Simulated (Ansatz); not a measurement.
System: H$_{5}$SeSn···H.

Input file:

```
crystal:
  periodic: [false, false, false]
  atoms:
    - {symbol: Sn, position_ang: [-0.926966, 0.155277, -0.249259]}
    - {symbol: H, position_ang: [0.176545, -1.474541, 0.021672]}
    - {symbol: H, position_ang: [-0.557545, 1.558970, -1.141393]}
    - {symbol: H, position_ang: [-1.739837, 0.323330, 1.228657]}
    - {symbol: H, position_ang: [-1.813309, -0.862895, -1.324958]}
    - {symbol: H, position_ang: [0.836788, -0.941828, 0.485717]}
    - {symbol: Se, position_ang: [1.674880, 0.568091, 1.140518]}
    - {symbol: H, position_ang: [2.349344, 0.673495, -0.161054]}
basis:
  gaussian: {orbitals: def2-TZVPP}
hamiltonian: {xc: pbe0, dispersion: d4}
output: {orbitals: {seedname: orbitals}}
```

Command:

```sh
ansatz run in.yaml --threads 4 --pin off --events-out ev --progress --plain --max-ram 9574MiB
```

A transition-state structure; geometry: PBE0-D4/def2-TZVP; core potentials replace the inner electrons of Sn.

Theory: RKS PBE0-D4/def2-TZVPP in Ansatz.

### What can the converged electron density and electron localisation function tell about the bonding?

H2···H6 (0.97 Å): the density falls to about 1 e/Å³ on the way; the ELF is about 1 at the midpoint.
Sn–Se (2.98 Å): the density is about 0.25 e/Å³ at the midpoint; the ELF peaks at about 0.80 in the valence shell of Se, 1.1 Å from its nucleus, and drops to about 0.15 between the two atoms.

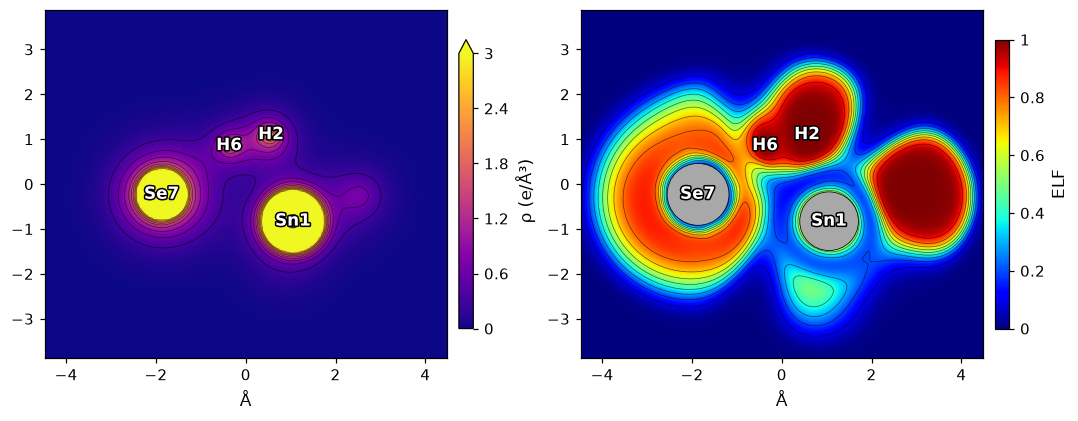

Computed electron density and electron localisation function on the plane of atoms H2, Sn1 and Se7, in this order. Grey discs cover the atomic cores in the ELF map. 
